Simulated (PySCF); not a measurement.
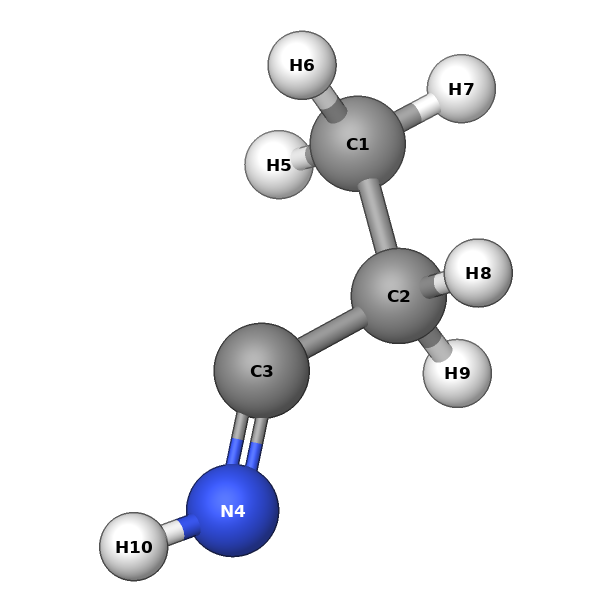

State: neutral, doublet. Computed geometry: GFN2-xTB optimisation. No frequency run is at hand to confirm it as a minimum. Method: UKS B3LYP, pcH-1 on C H N, non-relativistic (PySCF 2.14.0). Fermi-contact and spin-dipolar terms alone, no spin-orbit part.

Question. Which nucleus has the largest dipolar (anisotropic) hyperfine coupling?

Answer. 13C at C3: principal values −60.9, −54.7, 115.6 MHz.

List the isotropic and dipolar parts for the most strongly coupled nuclei, one of each equivalent set.

```
atom  isotope  a_iso (MHz)   dipolar part (MHz)
  C3      13C        227.4  −60.9, −54.7, 115.6
  N4      14N          8.0   −16.5, −12.7, 29.2
 H10       1H        139.7    −16.5, −9.2, 25.8
  C2      13C         93.6     −9.1, −7.8, 17.0
  H8       1H         −3.7     −7.1, −4.7, 11.8
  H9       1H         61.9      −6.6, −1.8, 8.5
  H6       1H         −1.0      −4.1, −2.7, 6.8
  H5       1H         −0.6      −3.2, −2.5, 5.7
```
